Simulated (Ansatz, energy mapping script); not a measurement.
## Spin model of YNiO2 in the infinite layer structure from collinear orders

How strongly do the moments of YNiO2 in the infinite layer structure couple under PBEsol+U (4.8 eV)? The plan is to run several orders and fit a Heisenberg model.

Calculated with Ansatz 0.2.0; PBEsol with U = 4.8 eV on Ni d, ortho-atomic projectors, high accuracy preset; plane waves, U on orthogonalised atomic orbitals unless named otherwise, collinear spin, no spin–orbit coupling.

### 1. The starting structure

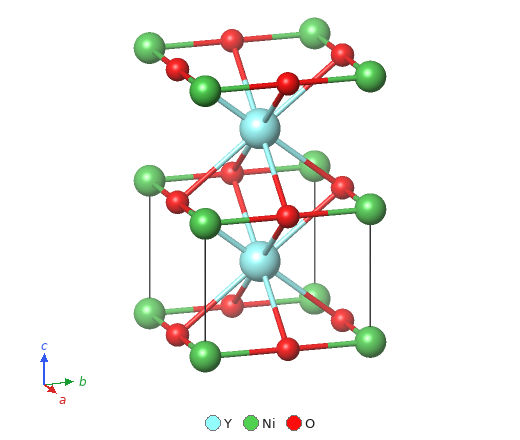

Start, viewed slightly off an axis; yttrium teal, nickel green, oxygen red. 1×1×2 cells are drawn. Some periodic images of atoms are drawn too.

Structure file:

```
Y Ni O
1.0
     3.93239    0.00000    0.00000
     0.00000    3.93239    0.00000
     0.00000    0.00000    3.10312
Y Ni O
1 1 2
Direct
  0.50000 0.50000 0.50000
  0.00000 0.00000 0.00000
  0.50000 0.00000 0.00000
  0.00000 0.50000 0.00000
```

This cell was built for the study (infinite layer prototype, lattice guessed from radii), not taken from an experiment; the compound need not form in this structure.

The cell was relaxed beforehand in Ansatz under PBE with U = 6 eV on Ni d, ortho-atomic projectors, from parallel moments.

A Hubbard U penalises fractional filling of the shell. It raises the cost of virtual hops to the neighbours, so couplings that rest on such hops usually weaken. Settings are also changed on purpose: high accuracy preset.

### 2. One set of occupation matrices for all orders

A corrected shell can settle in several orbital fillings. One parallel run, with an occupation width a fifth wider than the orders use, therefore is to supply the occupation matrices. All orders start from them.

Input file input.yaml:

```yaml
crystal:
  lattice:
    - [3.932394766, 0.0, 0.0]
    - [0.0, 3.932394766, 0.0]
    - [0.0, 0.0, 3.103120039]
  atoms:
    - { symbol: "Y", position: [0.5, 0.5, 0.5] }
    - { symbol: Ni, position: [0.0, 0.0, 0.0], spin: 2.0 }
    - { symbol: O, position: [0.5, 0.0, 0.0] }
    - { symbol: O, position: [0.0, 0.5, 0.0] }
magnetization:
  spin_polarized: true
kpoints:
  mp_grid: { grid: [9, 9, 12] }
hamiltonian:
  xc: pbesol
  hubbard:
    sites: [{ species: Ni, l: d, u_eff: 4.8 }]
    projectors: ortho-atomic
scf:
  occupations: { method: fermi_dirac, width: 0.06 }
output:
  eigenvalues: true
accuracy: high
```

The run is started by

```sh
$ ansatz run input.yaml --threads 4 --pin off --max-ram 8192MiB --backend cpu --events-out ev --progress --plain --runs-dir out
```

Numbers of over 12 decimals in the logs are rounded to 6 here.

The log of the run:

```text
Engine: ansatz 0.2.0, aarch64-unknown-linux-gnu
Pseudopotentials: kind: paw
Pseudopotential: Y, paw, valence charge 11, recommended cutoff 420 eV (normal), Y.paw.azcp
Pseudopotential: Ni, paw, valence charge 18, recommended cutoff 420 eV (normal), Ni.paw.azcp
Pseudopotential: O, paw, valence charge 6, recommended cutoff 420 eV (normal), O.paw.azcp
Functional definition: PBEsol
  exchange = pbesol_x
  correlation = pbesol_c
Crystal: 4 atoms, lattice volume = 47.986 Å³
Basis set: ecut = 420 eV, 947 PW (Γ)
Bands: 26, of which v1, the nominal top of the filled ones, is band 21 counted from 1 (20 counted from 0)
Symmetry: 16 space group operations
Space group: P4/mmm (ITA 123), of the structure as read, at distance tolerance 3.6e-5 Å
Magnetic group: BNS 123.339 (UNI 999), of the structure as read, at distance tolerance 3.6e-5 Å
k-points: 105 of 972
Non-local potential: Y, projectors of the file, l = 0: 3, l = 1: 2, l = 2: 2, l = 3: 1
Non-local potential: Ni, projectors of the file, l = 0: 3, l = 1: 2, l = 2: 3, l = 3: 1
Non-local potential: O, projectors of the file, l = 0: 2, l = 1: 2, l = 2: 1
PAW form: soft (Blöchl's): semilocal exchange-correlation on the pseudo side does not see the compensation charge
PAW frozen core: Y, regenerated for the run's functional, and the local potential with it (the file was generated under x = pbe(κ = 0.804, μ = 0.219515), c = pbe(β = 0.066725))
PAW frozen core: Ni, regenerated for the run's functional, and the local potential with it (the file was generated under x = pbe(κ = 0.804, μ = 0.219515), c = pbe(β = 0.066725))
PAW frozen core: O, regenerated for the run's functional, and the local potential with it (the file was generated under x = pbe(κ = 0.804, μ = 0.219515), c = pbe(β = 0.066725))
PAW one-centre angular grid: Y, 590 points (default); XC on 64 Gauss nodes
PAW one-centre angular grid: Ni, 590 points (default); XC on 64 Gauss nodes
PAW one-centre angular grid: O, 110 points (default); XC on 64 Gauss nodes
Initial density: superposition of atomic densities (chi_scale 0.1, normalization cell, long waves kept (reshape's long-wave potential 0.00 eV rms))
Starting moments: Σ|m| = 2 μB on 1 of 4 sites
Initial wavefunctions: pseudopotential atomic-orbital guess
Functional: x = pbesol(κ = 0.804, μ = 0.123457), c = pbesol(β = 0.046)
SCF iter   1: F=—  HF=-10725.877103 eV  |F-HF|=—  |Δ(HF+E_count)|=         —  Δρ=2.32e-1 (↑5.62e-2 ↓2.32e-1)  dr2=2.53e1  dr2_m=5.02e0  M=0.341 μB ∫|m|=0.431 μB  β_m=0.30  ethr=3.10e-3  ⟨swp⟩=5.3  Hψ=19530  notcnv=0
preconditioner: auto → Kerker (q_TF=auto, 2.658 Å⁻¹)  [metal: Δε(μ)=0.022 eV  Ē_g=13.643 eV  σ=0.060 eV  W_gap=0.09  n_scr=18 (ndim 8)  ℏωp=29.8 eV  f_vac=0.000  D(μ)=1.27/eV (n_scr^D=6)]
[...]
spin-set hold released at iteration 15 (site moments' squared step at or under half its running peak, from the soft ceiling on): the magnetisation degrees of freedom join the quasi-Newton model from the next iteration; the mixer history was flushed
[...]
SCF 1 converged in 21 iterations: F = -10723.755745 eV  dr2 = 8.22e-9
[...]
Symmetry: 1 space group operations
k-points: 487 of 972 (time reversal used)
[...]
spin=Collinear: Kerker preconditioning applied to the charge; magnetization (m = ρ↑ − ρ↓) channel mixes plain (no charge-response kernel on spin).
[...]
SCF 2 converged in 14 iterations: F = -10723.755745 eV  dr2 = 4.57e-9
an SCF from ferromagnetic starting moments (0.00, 2.00, 0.00, 0.00 Bohr magnetons, atom by atom) closed no lower than the state that the run had reached (-0.00 meV in free energy), which stands; the SCF set out from the atoms and, under a Hubbard term, can stand on another filling of the shells than the run's state, so that by this SCF it is not known whether that order lies lower
SCF converged after 21 iterations
Magnetization: 0.8746 μB (20.9373 up, 20.0627 down)
Absolute magnetization: 0.9584 μB (∫|ρ↑−ρ↓|, with the PAW one-centre terms)
Spin contamination: 0.0264 ħ² per cell (⟨S²⟩ above its minimum at these occupations)
Per-site moments (μB) at R_I (Å): [(-0.00323992, 1.033168), (0.837265, 0.811056), (0.012383, 0.811056), (0.012383, 0.811056)]
Free energy (F): -10723.755745 eV
Harris-Foulkes:  -10723.755745 eV  (|F-HF|=1.36e-9)
Internal energy: -10723.749893 eV  (E = F + TS)
E sigma→0 (E₀):  -10723.752819 eV
Entropy (-TS):   -0.005851 eV (-1.463 meV/atom)
Fermi energy:    13.735421 eV
--- Per-component energies (eV) ---
  E_band       = -408.630963
  E_kinetic    = 935.814780
  E_local      = -5490.664861  (includes V_loc(G=0)·N_el)
  E_nonlocal   = 796.873660
  E_hartree    = 2262.555606
  E_xc         = -401.365980
  E_vxc        = -493.872690  (∫ρ·V_xc dr)
  E_hubbard    = 1.195362  (on-site DFT+U / exact-exchange correction)
  E_vhub       = -18.641964  (the Hubbard potential's part of the band-sum identity)
  E_paw        = -4680.886931  (= ΣΔE_a)
  E_vpaw       = -663.254920  (= ΣTr[D̂ρ^β])
  E_aug_tail   = 0.005286  (compensation charges beyond the density's cutoff)
  E_ewald      = -4147.693453
  E_core_change = 0.416637  (= ΣΔE_core)
  E_smearing   = -0.005851  (= −TS)
  E_closure    = 0.000000  (closes the sum)
  Σ components = -10723.755745   (vs F -10723.755745, Δ=0.00e0)
--- Band table (eV; the first three rows and the last of 210) ---
  k-point 0 ↑: bands = [... 17 lower, 10.2433, 10.4415, 10.4528, 10.4528, 12.8942, 14.8632, 16.3907, 16.7532, ... 1 higher]
  k-point 1 ↑: bands = [... 17 lower, 10.1980, 10.2563, 10.4536, 10.4536, 13.1408, 15.0543, 16.6532, 16.7724, ... 1 higher]
  k-point 2 ↑: bands = [... 17 lower, 10.1756, 10.4158, 10.4158, 10.5529, 13.8403, 15.5866, 16.8270, 17.2991, ... 1 higher]
  k-point 104 ↓: bands = [... 17 lower, 12.0300, 12.0768, 12.8411, 12.9312, 16.3340, 16.3992, 17.8108, 18.0447, ... 1 higher]
Occupation matrices written to <dir>
```

Wall time 50 s (4 threads of Arm Neoverse V2, shared host); peak memory 1.4 GiB.

The column dr2 measures how far the density is from self-consistency, as an energy; F and HF (Harris–Foulkes) agree once it is small.

Numbers from this step:

- final state: ferromagnetic
- electrons in the corrected shells: 8.764 e
- largest moment: 0.837 μB

### 3. Run 1 (parallel; cell A, 8 atoms)

The parallel order is the zero of energy for this cell and mesh.

Input file input.yaml:

```yaml
crystal:
  lattice:
    - [3.932394766, 0.0, 0.0]
    - [0.0, 3.932394766, 3.103120039]
    - [0.0, -3.932394766, 3.103120039]
  atoms:
    - { symbol: "Y", position: [0.5, 0.5, 0.0] }
    - { symbol: "Y", position: [0.5, 0.0, 0.5] }
    - { symbol: Ni, position: [0.0, 0.0, 0.0], spin: 2.0 }
    - { symbol: Ni, position: [0.0, 0.5, 0.5], spin: 2.0 }
    - { symbol: O, position: [0.5, 0.0, 0.0] }
    - { symbol: O, position: [0.5, 0.5, 0.5] }
    - { symbol: O, position: [0.0, 0.25, 0.75] }
    - { symbol: O, position: [0.0, 0.75, 0.25] }
magnetization:
  spin_polarized: true
kpoints:
  mp_grid: { grid: [9, 8, 8] }
hamiltonian:
  xc: pbesol
  hubbard:
    sites:
      - { species: Ni, l: d, u_eff: 4.8 }
      - { site: 2, l: d, u_eff: 4.8, starting_ns: [{ spin: up, occupation_matrix: ni2_major }, { spin: down, occupation_matrix: ni2_minor }] }
      - { site: 3, l: d, u_eff: 4.8, starting_ns: [{ spin: up, occupation_matrix: ni2_major }, { spin: down, occupation_matrix: ni2_minor }] }
    projectors: ortho-atomic
    occupation_matrices:
      ni2_major:
        matrix:
          - [0.921, 0.0, 0.0, 0.0, 0.0]
          - [0.0, 0.979, 0.0, 0.0, 0.0]
          - [0.0, 0.0, 0.979, 0.0, 0.0]
          - [0.0, 0.0, 0.0, 0.935, 0.0]
          - [0.0, 0.0, 0.0, 0.0, 0.985]
      ni2_minor:
        matrix:
          - [0.88, 0.0, 0.0, 0.0, 0.0]
          - [0.0, 0.973, 0.0, 0.0, 0.0]
          - [0.0, 0.0, 0.973, 0.0, 0.0]
          - [0.0, 0.0, 0.0, 0.157, 0.0]
          - [0.0, 0.0, 0.0, 0.0, 0.982]
scf:
  occupations: { method: fermi_dirac, width: 0.05 }
output:
  eigenvalues: true
accuracy: high
```

The log of the run:

```text
[...]
Crystal: 8 atoms, lattice volume = 95.972 Å³
Basis set: ecut = 420 eV, 1895 PW (Γ)
Bands: 52, of which v1, the nominal top of the filled ones, is band 41 counted from 1 (40 counted from 0)
Symmetry: 16 space group operations
[...]
k-points: 105 of 576
[...]
Starting moments: Σ|m| = 4 μB on 2 of 8 sites
[...]
SCF iter   1: F=—  HF=-21453.455259 eV  |F-HF|=—  |Δ(HF+E_count)|=         —  Δρ=2.02e-1 (↑4.98e-2 ↓2.02e-1)  dr2=3.87e1  dr2_m=7.09e0  M=1.347 μB ∫|m|=1.387 μB  β_m=0.30  ethr=3.10e-3  ⟨swp⟩=5.9  Hψ=35775  notcnv=0  defer=30
[...]
SCF iter  20: F=-21447.509135 eV  HF=-21447.509135 eV  |F-HF|=8.03e-9  |Δ(HF+E_count)|=   7.11e-8  Δρ=2.46e-6 (↑1.88e-6 ↓2.46e-6)  dr2=1.01e-8  dr2_m=9.29e-10  M=1.758 μB ∫|m|=1.928 μB  ethr=7.45e-11  ⟨swp⟩=1.0  Hψ=30521  notcnv=0
SCF 1 converged in 20 iterations: F = -21447.509135 eV  dr2 = 1.01e-8
[...]
SCF converged after 20 iterations
Magnetization: 1.7576 μB (41.8788 up, 40.1212 down)
Absolute magnetization: 1.9256 μB (∫|ρ↑−ρ↓|, with the PAW one-centre terms)
[...]
Per-site moments (μB) at R_I (Å): [(-0.00322699, 1.033168), (-0.00322699, 1.033168), (0.839630, 0.811056), (0.839630, 0.811056), (0.013224, 0.811056), (0.013224, 0.811056), (0.013532, 0.811056), (0.013532, 0.811056)]
Free energy (F): -21447.509135 eV
[...]
Internal energy: -21447.500028 eV  (E = F + TS)
E sigma→0 (E₀):  -21447.504581 eV
Entropy (-TS):   -0.009107 eV (-1.138 meV/atom)
Fermi energy:    13.725945 eV
[...]
--- Specified on-site occupations, and those of the state reported ---
  electrons in the specified blocks: 17.5280 specified, 17.5285 found
  site 2 (l=d) ↑: largest change of an orbital's occupation 0.0019; electrons 4.7990 specified, 4.8014 found; spectral distance 0.0019
[...]
site 3 (l=d) ↓: largest change of an orbital's occupation 0.0007; electrons 3.9650 specified, 3.9628 found; spectral distance 0.0011
[...]
--- Band table (eV; the first three rows and the last of 210) ---
  k-point 0 ↑: bands = [... 37 lower, 10.4554, 11.0456, 11.0621, 11.3559, 12.4847, 12.8956, 14.8643, 16.3895, ... 7 higher]
  k-point 1 ↑: bands = [... 37 lower, 10.6615, 11.0297, 11.0427, 11.3171, 12.3714, 13.0810, 15.0765, 16.5644, ... 7 higher]
  k-point 2 ↑: bands = [... 37 lower, 10.9047, 10.9764, 10.9825, 11.2164, 12.1061, 13.6068, 15.6134, 16.6632, ... 7 higher]
  k-point 104 ↓: bands = [... 37 lower, 12.2345, 12.2672, 12.6114, 15.4464, 16.3844, 16.4828, 16.6825, 17.1783, ... 7 higher]
Occupation matrices written to <dir>
```

Wall time 29 s (4 threads); peak memory 1.1 GiB; 1.9 min of CPU time.

Spin moment in the sphere by atom:

| atom | spin moment in the sphere (μB) |
| --- | --- |
| Y1 | -0.003 |
| Y2 | -0.003 |
| Ni3 | 0.840 |
| Ni4 | 0.840 |
| O5 | 0.013 |
| O6 | 0.013 |
| O7 | 0.014 |
| O8 | 0.014 |

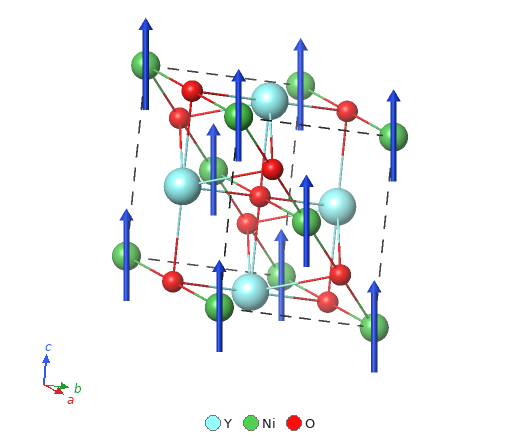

Spin moment in the sphere as arrows, the longest 0.840 μB. Up and down stand for the sign. Arrows give size and sign along the axis of quantisation, drawn up and down the page. Some periodic images of atoms are drawn too.

The run ends ferromagnetic.

### 4. Order 2: compensated +−, cell A of 8 atoms

This order reverses 2 of the 2 neighbours at 3.10 Å, 2 of the 4 neighbours at 3.93 Å and 4 of the 8 neighbours at 5.01 Å, counted for an average magnetic atom.

input.yaml, as its differences from that of step 3:

```diff
@@ -9,3 +9,3 @@
     - { symbol: Ni, position: [0.0, 0.0, 0.0], spin: 2.0 }
-    - { symbol: Ni, position: [0.0, 0.5, 0.5], spin: 2.0 }
+    - { symbol: Ni, position: [0.0, 0.5, 0.5], spin: -2.0 }
     - { symbol: O, position: [0.5, 0.0, 0.0] }
@@ -24,3 +24,3 @@
       - { site: 2, l: d, u_eff: 4.8, starting_ns: [{ spin: up, occupation_matrix: ni2_major }, { spin: down, occupation_matrix: ni2_minor }] }
-      - { site: 3, l: d, u_eff: 4.8, starting_ns: [{ spin: up, occupation_matrix: ni2_major }, { spin: down, occupation_matrix: ni2_minor }] }
+      - { site: 3, l: d, u_eff: 4.8, starting_ns: [{ spin: up, occupation_matrix: ni2_minor }, { spin: down, occupation_matrix: ni2_major }] }
     projectors: ortho-atomic
```

The log of the run:

```text
[...]
Crystal: 8 atoms, lattice volume = 95.972 Å³
Basis set: ecut = 420 eV, 1895 PW (Γ)
Bands: 52, of which v1, the nominal top of the filled ones, is band 41 counted from 1 (40 counted from 0)
Symmetry: 8 space group operations
[...]
k-points: 105 of 576
[...]
Starting moments: Σ|m| = 4 μB on 2 of 8 sites
Starting magnetic order: antiferromagnet; a translation exchanges its spin sublattices: spin-degenerate at every k-point
[...]
SCF iter   1: F=—  HF=-21453.570274 eV  |F-HF|=—  |Δ(HF+E_count)|=         —  Δρ=1.42e-1 (↑1.42e-1 ↓1.42e-1)  dr2=3.68e1  dr2_m=6.31e0  M=0.000 μB ∫|m|=1.592 μB  β_m=0.30  ethr=3.10e-3  ⟨swp⟩=5.8  Hψ=17558  notcnv=0  defer=67
[...]
SCF iter   6: F=—  HF=-21447.408421 eV  |F-HF|=—  |Δ(HF+E_count)|=   5.75e-2  Δρ=3.15e-3 (↑3.15e-3 ↓3.15e-3)  dr2=2.63e-2  dr2_m=6.70e-4  M=0.000 μB ∫|m|=2.101 μB  β_m=0.30  ethr=6.37e-5  ⟨swp⟩=2.5  Hψ=8301  notcnv=0  defer=375
[...]
spin-set hold released at iteration 6 (site moments contracting): the magnetisation degrees of freedom join the quasi-Newton model from the next iteration; the mixer history was flushed
SCF iter   7: F=—  HF=-21447.430420 eV  |F-HF|=—  |Δ(HF+E_count)|=   2.20e-2  Δρ=1.51e-3 (↑1.51e-3 ↓1.51e-3)  dr2=3.26e-3  dr2_m=7.84e-4  M=0.000 μB ∫|m|=2.097 μB  β_m=0.57  ethr=3.20e-5  ⟨swp⟩=2.0  Hψ=6468  notcnv=0  defer=375
[...]
SCF iter  15: F=-21447.457644 eV  HF=-21447.457644 eV  |F-HF|=1.93e-9  |Δ(HF+E_count)|=   6.08e-8  Δρ=4.17e-6 (↑4.17e-6 ↓4.17e-6)  dr2=2.14e-8  dr2_m=5.58e-9  M=0.000 μB ∫|m|=2.068 μB  ethr=1.22e-10  ⟨swp⟩=8.3  Hψ=18126  notcnv=0
SCF 1 converged in 15 iterations: F = -21447.457644 eV  dr2 = 2.14e-8
[...]
SCF converged after 15 iterations
Magnetization: 0.0000 μB (41.0000 up, 41.0000 down)
Absolute magnetization: 2.0665 μB (∫|ρ↑−ρ↓|, with the PAW one-centre terms)
[...]
Per-site moments (μB) at R_I (Å): [(-3.4145083949947003e-16, 1.033168), (3.4145083949947003e-16, 1.033168), (0.889942, 0.811056), (-0.889942, 0.811056), (0.035440, 0.811056), (-0.035440, 0.811056), (-7.183962331554784e-19, 0.811056), (7.236475384580743e-18, 0.811056)]
Free energy (F): -21447.457644 eV
[...]
Internal energy: -21447.446991 eV  (E = F + TS)
E sigma→0 (E₀):  -21447.452317 eV
Entropy (-TS):   -0.010653 eV (-1.332 meV/atom)
Fermi energy:    13.346670 eV
[...]
--- Specified on-site occupations, and those of the state reported ---
  electrons in the specified blocks: 17.5280 specified, 17.5498 found
[...]
--- Band table (eV; the first three rows and the last of 210) ---
  k-point 0 ↑: bands = [... 37 lower, 10.9901, 11.4554, 11.8281, 12.4261, 13.0193, 15.0145, 16.1697, 16.4709, ... 7 higher]
  k-point 1 ↑: bands = [... 37 lower, 11.0328, 11.4390, 11.7954, 12.3781, 13.1649, 15.2080, 16.1750, 16.5527, ... 7 higher]
  k-point 2 ↑: bands = [... 37 lower, 11.2238, 11.3924, 11.7027, 12.2261, 13.6363, 15.6928, 16.1717, 16.6506, ... 7 higher]
  k-point 104 ↓: bands = [... 37 lower, 12.1655, 12.1946, 12.2127, 13.3099, 15.3673, 16.5451, 16.6243, 16.9269, ... 7 higher]
Occupation matrices written to <dir>
```

Elapsed: 10 s, on 4 threads; peak memory 1.1 GiB.

Spin moment in the sphere by atom:

| atom | spin moment in the sphere (μB) |
| --- | --- |
| Y1 | 0.000 |
| Y2 | 0.000 |
| Ni3 | 0.890 |
| Ni4 | -0.890 |
| O5 | 0.035 |
| O6 | -0.035 |
| O7 | 0.000 |
| O8 | 0.000 |

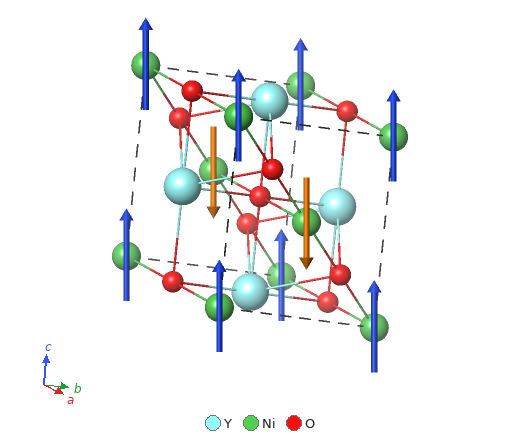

Spin moment in the sphere as arrows, the longest 0.890 μB. Up and down stand for the sign. Arrows give size and sign along the axis of quantisation, drawn up and down the page. The two directions have two colours. Some periodic images of atoms are drawn too.

The run ends antiferromagnetic, 26.13 meV a magnetic atom above the parallel order of its cell (energies taken at zero occupation width, not the printed F).

### 5. Run 3 (parallel; cell B, 8 atoms)

A new cell needs its own zero of energy.

This run holds the same structure in another cell (a 3.932 → 3.103 Å, b 5.009 → 5.561 Å, c 5.009 → 5.561 Å, α 103.4 → 90.0°).

input.yaml, as its differences from that of step 4:

```diff
@@ -2,5 +2,5 @@
   lattice:
-    - [3.932394766, 0.0, 0.0]
-    - [0.0, 3.932394766, 3.103120039]
-    - [0.0, -3.932394766, 3.103120039]
+    - [0.0, 0.0, -3.103120039]
+    - [3.932394766, 3.932394766, 0.0]
+    - [3.932394766, -3.932394766, 0.0]
   atoms:
@@ -9,5 +9,5 @@
     - { symbol: Ni, position: [0.0, 0.0, 0.0], spin: 2.0 }
-    - { symbol: Ni, position: [0.0, 0.5, 0.5], spin: -2.0 }
-    - { symbol: O, position: [0.5, 0.0, 0.0] }
-    - { symbol: O, position: [0.5, 0.5, 0.5] }
+    - { symbol: Ni, position: [0.0, 0.5, 0.5], spin: 2.0 }
+    - { symbol: O, position: [0.0, 0.25, 0.25] }
+    - { symbol: O, position: [0.0, 0.75, 0.75] }
     - { symbol: O, position: [0.0, 0.25, 0.75] }
@@ -17,3 +17,3 @@
 kpoints:
-  mp_grid: { grid: [9, 8, 8] }
+  mp_grid: { grid: [12, 7, 7] }
 hamiltonian:
@@ -24,3 +24,3 @@
       - { site: 2, l: d, u_eff: 4.8, starting_ns: [{ spin: up, occupation_matrix: ni2_major }, { spin: down, occupation_matrix: ni2_minor }] }
-      - { site: 3, l: d, u_eff: 4.8, starting_ns: [{ spin: up, occupation_matrix: ni2_minor }, { spin: down, occupation_matrix: ni2_major }] }
+      - { site: 3, l: d, u_eff: 4.8, starting_ns: [{ spin: up, occupation_matrix: ni2_major }, { spin: down, occupation_matrix: ni2_minor }] }
     projectors: ortho-atomic
```

The log of the run:

```text
[...]
Crystal: 8 atoms, lattice volume = 95.972 Å³
Basis set: ecut = 420 eV, 1879 PW (Γ)
Bands: 52, of which v1, the nominal top of the filled ones, is band 41 counted from 1 (40 counted from 0)
Symmetry: 32 space group operations
[...]
k-points: 70 of 588
[...]
Starting moments: Σ|m| = 4 μB on 2 of 8 sites
[...]
k-point 1 ↑: bands = [... 37 lower, 10.8156, 11.0426, 11.7282, 11.7613, 13.0085, 14.2316, 15.1393, 15.2987, ... 7 higher]
  k-point 2 ↑: bands = [... 37 lower, 11.1244, 11.4772, 11.5681, 11.6862, 13.3319, 13.7010, 14.8791, 15.7927, ... 7 higher]
  k-point 69 ↓: bands = [... 37 lower, 11.8981, 12.6367, 12.6552, 15.7752, 16.4130, 16.4387, 16.5075, 16.6875, ... 7 higher]
Occupation matrices written to <dir>
[key lines of the parts left out:]
SCF converged after 20 iterations
Magnetization: 1.7913 μB (41.8956 up, 40.1044 down)
Free energy (F): -21447.508338 eV
Fermi energy:    13.699671 eV
```

Wall time 18 s (4 threads); peak memory 0.87 GiB; 69 s of CPU time.

The run ends ferromagnetic. For each magnetic atom its energy differs from the parallel run of the first cell by 0.32 meV, an error that one common reference would have brought in.

(Part 1 of 3 ends here.)

[Logs and program files are shortened in this print: banners, set-up blocks, solver, clock and traceback lines can be left out without a mark of their own.]

[Logs are printed without paths, hosts, clocks, repeated set-up lines and the standing remarks that a program may print on its own settings, such as how far it seeks lower states.]

[Hosts, paths, dates, database ids (printed as entryN), source tags and the programs' standing remarks are cut or masked in the printed files.]

[Where a cell is said to come from a database of computed structures, the database is the Materials Project.]
